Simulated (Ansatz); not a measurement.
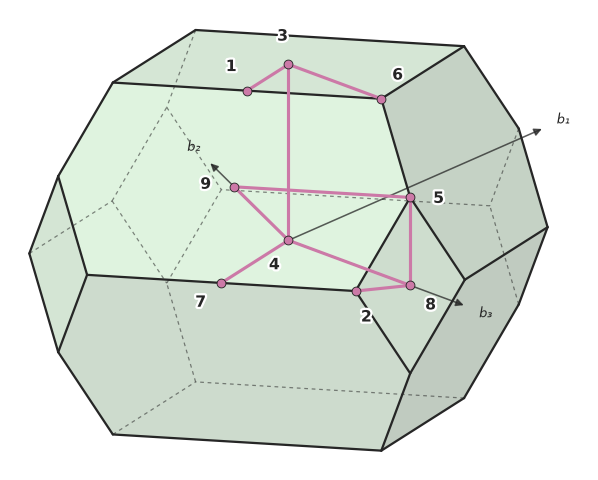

For SiAs₂Pt₂, coordinates from a relaxation with DFT, PAW plane waves, r2scan (Ansatz); the starting structure was generated, so it need not be a known form of this composition: the first Brillouin zone of a body-centred tetragonal lattice (tI; extended symbol tI2) is drawn with its special points numbered. Symmetry computed with spglib at a tolerance of 0.002 Å; standard conventional cell.

a = 4.511 Å, b = 4.511 Å, c = 9.260 Å, α = 90.00°, β = 90.00°, γ = 90.00°.

Labels and path follow the convention of Hinuma et al. (2017), as computed by seekpath; the arrows show the directions of the reciprocal primitive vectors b₁, b₂, b₃, in which coordinates are given.

Q: Give the label and coordinates of each numbered point.

A:
```
no.  label             coordinates
  1      S  (0.309, 0.691, −0.309)
  2      R    (−0.119, 0.119, 1/2)
  3      M        (1/2, 1/2, −1/2)
  4      Γ               (0, 0, 0)
  5      P         (1/4, 1/4, 1/4)
  6      G      (1/2, 1/2, −0.119)
  7     S₀  (−0.309, 0.309, 0.309)
  8      X             (0, 0, 1/2)
  9      N             (0, 1/2, 0)
```
